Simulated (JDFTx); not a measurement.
System: Ru(1 0 -1 0) (P6_3/mmc bulk; lattice of mp-33, not re-optimised at this level), 1x1 cell of 6 atoms in 6 planes, area 11.56 Å² a face, 5.3 Å between the outermost planes in a cell 21.5 Å high; k mesh 8×6×1, Fermi width 0.01 Ha, no spin polarisation.

All numbers are PBE, GBRV ultrasoft potentials, plane waves to 20/100 Ha results from a modified build of JDFTx, not measurements. Liquid on both sides: linear PCM (GLSSA13), water, 1 M NaF; nuclei fixed, outer atoms relaxed in vacuum. SHE scale: U = −μ/e − 4.44 V, by convention. Both faces are the same ideal termination; reconstructions, overlayers and chemisorbed solvent are outside this model. Convergence in thickness and k mesh wasn't tested for this slab.

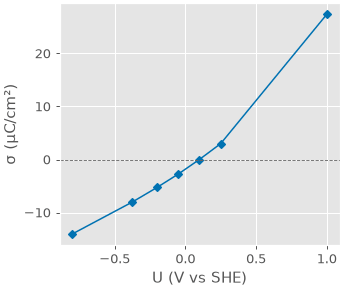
Figure: Surface charge density of Ru(1 0 -1 0) against potential

Problem. Read off the potential of zero charge and the mean capacitance σ/(U − U_pzc) at the computed points next to it.

Solution. U_pzc ≈ 0.1 V. At -0.05 V it is about 18 μF/cm². At 0.25 V it is about 20 μF/cm².
